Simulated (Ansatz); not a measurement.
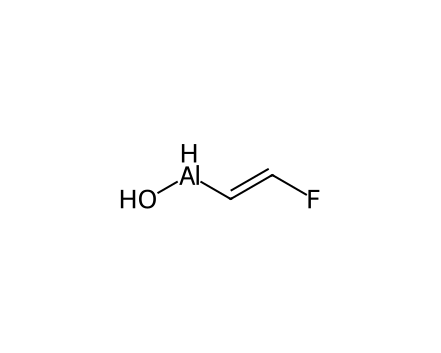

A structural formula.

Write the SMILES.

[OH][AlH]/[CH]=C/F

What is the molecular formula?

C2H4AlFO.

An optimisation with PBE0-D4/def2-TZVP gave a structure of which point group?

Cs. Other conformers may differ.

The parts below concern this one geometry. Atoms keep their numbers from picture to picture. The computed structure is the end point of a PBE0-D4/def2-TZVP optimisation.

Electronic properties

Properties computed with RKS PBE0-D4/def2-TZVPP (Ansatz 0.2.0).

Computed properties:

- HOMO energy (Kohn–Sham orbital): −7.81 eV
- LUMO energy (Kohn–Sham orbital): −1.12 eV
- HOMO–LUMO gap: 6.70 eV
- dispersion correction: −12.6 kJ/mol

Charges

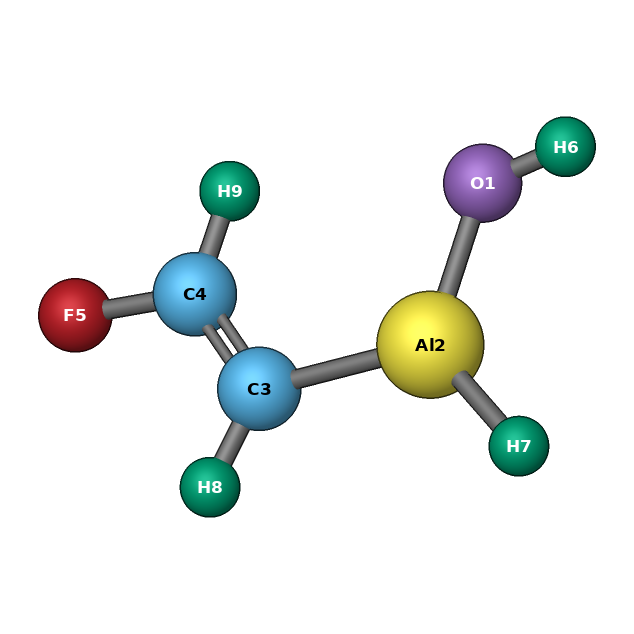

The questions are on Mulliken charges. Properties computed with RKS PBE-D4/def2-TZVPP (Ansatz 0.2.0).

Which atom carries the highest charge (most positive or least negative)?

Al2 (0.45 e).

And the lowest?

O1 (−0.38 e).

Give the Mulliken charges atom by atom.

```
atom  value (e)
  O1      −0.38
 Al2       0.45
  C3      −0.25
  C4       0.08
  F5      −0.15
  H6       0.17
  H7      −0.12
  H8       0.08
  H9       0.11
```

Vibrations

Harmonic vibrations computed with RKS PBE0-D4/def2-TZVP (Ansatz 0.2.0) at a stationary point of the same level.

How many vibrational modes are there, and where do they lie?

21 modes: 96, 114, 181, 294, 356, 429, 503, 581, 685, 748, 850, 879, 995, 1106, 1189, 1364, 1665, 1940, 3162, 3194, 3969 cm⁻¹.

Mulliken values depend strongly on the basis set and can even reverse the polarity of a bond.
